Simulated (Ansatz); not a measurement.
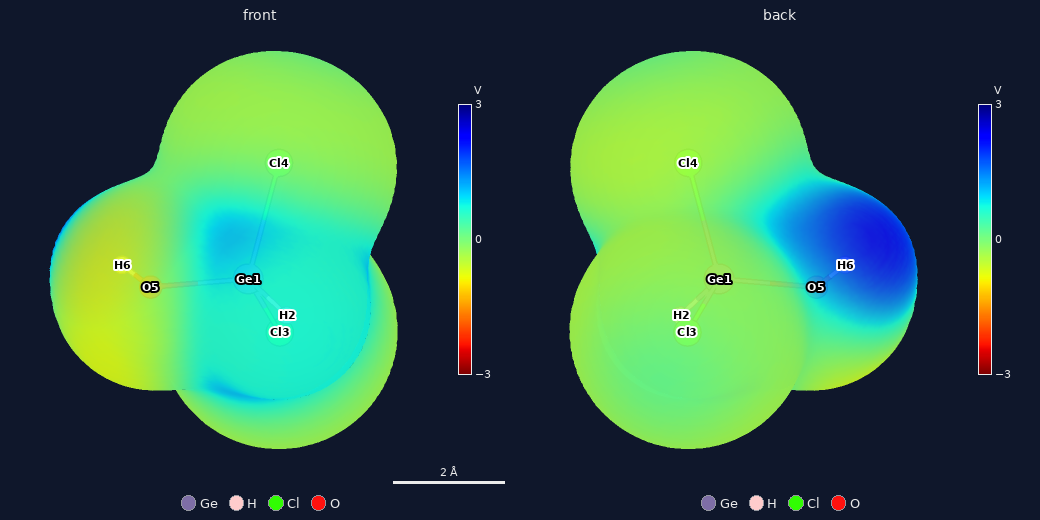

Cl2GeH2O. The electrostatic potential painted on the density surface at 0.001 e/bohr³, seen from the front and from behind; red is negative and blue positive.

Level of theory: RKS PBE-D4/def2-mTZVP in Ansatz 0.2.0.

```xyz
6

Ge    0.0037   -0.0028    0.2214
H     0.3216    0.2251    1.7055
Cl    1.8198   -0.1095   -0.9600
Cl   -1.1797    1.6262   -0.5856
O    -0.8972   -1.5322    0.1020
H    -1.1423   -1.7496   -0.8182
```

Where is the surface potential most negative and most positive?

Answer. The most negative region (about −0.8 V) lies over O5, the most positive (about +2.2 V) over H6.
